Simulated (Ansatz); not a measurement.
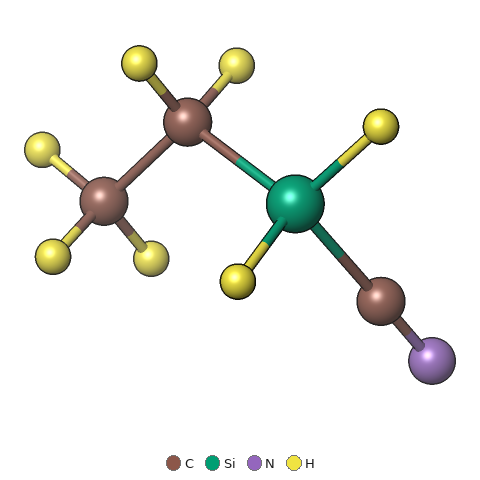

Structure of C₃H₇NSi, SMILES CC[SiH2]C#N.

Kohn-Sham orbital energies near the frontier, B3LYP/def2-TZVPP with the Ansatz code, at a PBE0-D4/def2-TZVP geometry (no frequency check), isolated molecule; empty levels in grey, levels within 0.03 eV side by side.

**Where do the frontier orbitals lie?**

HOMO at −8.85 eV, LUMO at −0.71 eV, 8.14 eV apart.

**List the levels.**

| orbital | energy (eV) |
| --- | --- |
| LUMO+3 | 0.86 |
| LUMO+2 | 0.46 |
| LUMO+1 | −0.48 |
| LUMO | −0.71 |
| HOMO | −8.85 |
| HOMO−1 | −9.32 |
| HOMO−2 | −9.76 |
| HOMO−3 | −9.93 |
| HOMO−4 | −10.11 |

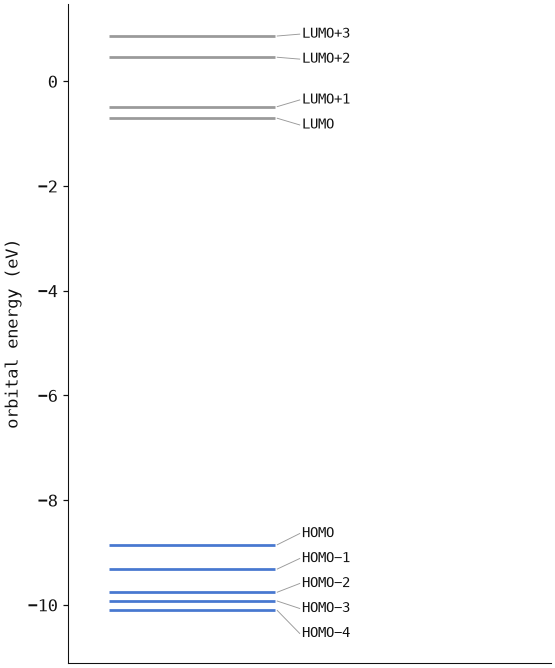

Note: one conformer of a flexible molecule; empty levels above zero depend strongly on the basis.
